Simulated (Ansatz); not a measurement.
The starting structures come from a database of crystals and need not be the phases stable at ambient conditions.

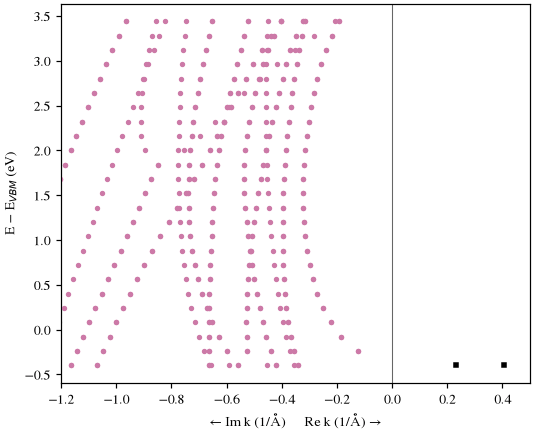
Figure. Complex bands at the centre of the two-dimensional zone; Ansatz (a first-principles code) with r2SCAN

No gap correction and no spin-orbit coupling; mid-gap values are interpolated between computed energies.

Task: This is BaHI (P4/nmm, not sure to be the ambient phase, 6 atoms a cell, 29.7 Å³ an atom) along the normal of (111). Read off the slowest decay at the centre of the two-dimensional zone at 1.68 eV, the computed energy nearest the middle of the gap.

Result: κ ≈ 0.32 1/Å, a decay length 1/(2κ) of the density of 1.6 Å.
